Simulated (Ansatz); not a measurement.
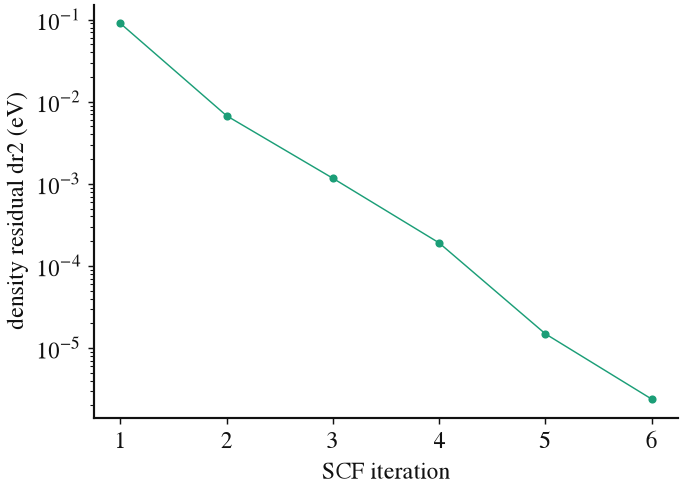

The plot shows the SCF iterations of a calculation: density residual dr2. The starting density is a sum of atomic densities corrected by a trained network.

SiN₃Ga₃C (interface cell, 8 atoms in the cell), run with Ansatz.

```
crystal:
  lattice:
    - [2.178427, -2.178427, 0.000000]
    - [0.000000, 0.000000, 4.356853]
    - [-4.542267, -4.542267, 0.000000]
  atoms:
    - { symbol: Si, position: [0.001269, 0.012632, 0.003149] }
    - { symbol: N, position: [0.997809, 0.246228, 0.736821] }
    - { symbol: N, position: [0.008203, 0.245223, 0.247646] }
    - { symbol: N, position: [0.496781, 0.750824, 0.496939] }
    - { symbol: Ga, position: [0.982100, 0.004575, 0.489402] }
    - { symbol: Ga, position: [0.489474, 0.500543, 0.753452] }
    - { symbol: Ga, position: [0.490495, 0.487372, 0.247362] }
    - { symbol: C, position: [0.489797, 0.752412, 0.998183] }
kpoints:
  mp_grid: { grid: [4, 3, 2] }
hamiltonian:
  xc: pbesol
scf:
  occupations: { method: fermi_dirac, width: 0.01 }
  max_iter: 6
  mixing: { algorithm: anderson }
output:
  forces: true
  eigenvalues: true
  stress: true
```

Launched with:
```bash
ansatz run in.yaml --threads 8 --pin off --max-ram 118750MiB --runs-dir r --events-out ev --progress --plain --backend cuda --devices 0,
```

Question: Was self-consistency reached?

Answer: It did not converge: it stopped after 6 iterations. The residual is still falling at the last step (down to 2.4 × 10⁻⁶). From the first spectrum the program read the system as an insulator and chose the Resta preconditioner.
